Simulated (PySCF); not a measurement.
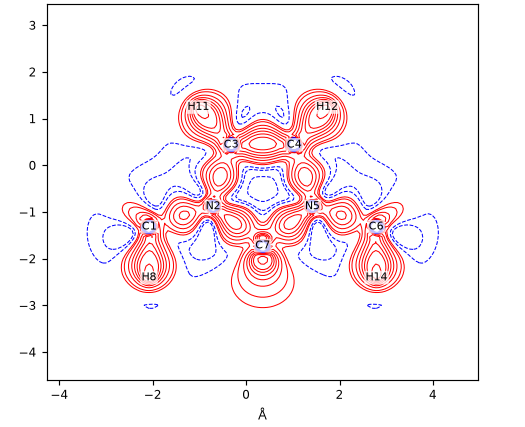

Figure. C5H8N2, SMILES `CN1C=CN(C)[C]1`. Deformation density (molecule less spherical, spin-averaged free atoms) in a plane through 11 of the atoms; contours at ±0.05 to ±0.8 e/Å³; solid red lines: gain, dashed blue lines: loss.

PySCF calculation, B3LYP/def2-SVPD, gas phase; geometry: GFN2-xTB. No frequency check shows the geometry to be a minimum.

Input

```python
import numpy as np
from pyscf import gto, scf, dft
from pyscf.scf import atom_ks, atom_hf
from scipy.linalg import block_diag

def solve(mol, dm0=None, hcore=None):
    mf = (dft.UKS if mol.spin else dft.RKS)(mol, xc='b3lyp')
    mf.grids.level = 3
    mf = mf.density_fit(auxbasis='def2-universal-jkfit')
    mf.conv_tol, mf.max_cycle = 1e-8, 80
    if hcore is not None:
        mf.get_hcore = lambda *args: hcore
    mf.kernel(dm0)
    if not mf.converged:
        mf = mf.newton().run(mf.mo_coeff, mf.mo_occ, max_cycle=30)
    assert mf.converged, 'SCF not converged'
    return mf

mol = gto.M(atom='''
C     -2.42893     0.56042     0.00076
N     -1.06375     0.12350    -0.00071
C     -0.67620    -1.19384    -0.00042
C      0.67618    -1.19385     0.00043
N      1.06373     0.12349     0.00069
C      2.42892     0.56041    -0.00079
C      0.00006     0.96568     0.00006
H     -2.43637     1.64864    -0.00362
H     -2.95358     0.19688    -0.88684
H     -2.95301     0.19691     0.88870
H     -1.37812    -2.00329    -0.00046
H      1.37809    -2.00330     0.00049
H      2.95300     0.19686    -0.88873
H      2.43636     1.64862     0.00356
H      2.95357     0.19688     0.88682
''', basis='def2-svpd', charge=0, spin=0, verbose=4)
mf = solve(mol)
mf.analyze()
# spherically averaged free atoms, for the promolecule
atm = atom_ks.get_atm_nrks(mol, xc='b3lyp')
pro = block_diag(*[(atm[a[0]][2] * atm[a[0]][3]) @ atm[a[0]][2].T for a in mol._atom])
np.savez('result.npz', e=mf.e_tot, c=mf.mo_coeff, occ=mf.mo_occ, eps=mf.mo_energy, pro=pro, dip=mf.dip_moment(verbose=0), s2=mf.spin_square()[0])
```

Run with:

```sh
OMP_NUM_THREADS=1 python input.py
```

The run took 28 s on 1 thread of AMD EPYC 7R43 64-Core Processor (Zen 3), with other jobs on the host, peak memory 0.78 GiB.

Partitions, critical points and surface values were worked out afterwards from this run's density.

**Describe the bonding that the map shows.**

C3–H11 and C4–H12: +0.74 e/Å³ at the bond critical point (bond length 1.07 Å). C6–H14 and C1–H8: +0.74 e/Å³ at the bond critical point (bond length 1.09 Å). C3–C4: +0.69 e/Å³ at the bond critical point (bond length 1.35 Å). N2–C3 and C4–N5: +0.37 e/Å³ at the bond critical point (bond length 1.37 Å). N5–C7 and N2–C7: +0.35 e/Å³ at the bond critical point (bond length 1.36 Å). C1–N2 and N5–C6: +0.27 e/Å³ at the bond critical point (bond length 1.43 Å). In all, 3.4 electrons gather in the regions of gain relative to the promolecule.

**Where do the Hirshfeld charges lie?**

The highest Hirshfeld charge is on H11 and H12 (+0.05 e), the lowest on C7 (−0.20 e).
